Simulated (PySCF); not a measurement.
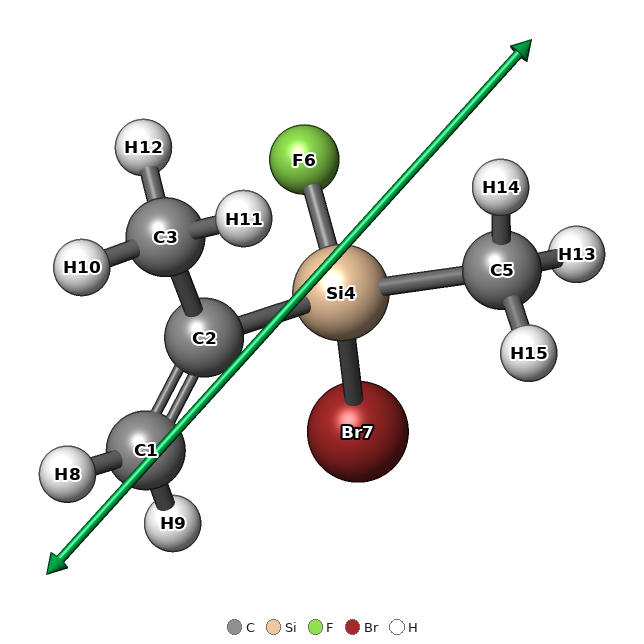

The double arrow shows the direction of the transition dipole to excited singlet state 2 (its length means nothing). The computed structure is the end point of a GFN2-xTB optimisation. No frequency run is at hand to confirm it as a minimum. Properties computed with TDDFT CAM-B3LYP/def2-SVPD, vertical, gas phase, core orbitals frozen in the response (PySCF 2.14.0).

Question. Where does the transition lie, and how strong is it?

Answer. 6.98 eV (178 nm), oscillator strength 0.27, mainly HOMO → LUMO (weight 0.93); transition dipole 3.21 D.

The geometry is semi-empirical. Around Br, Si such bond lengths and angles can be off by a tenth of an ångström or more and by several degrees, and values that hang on the shape move with them.
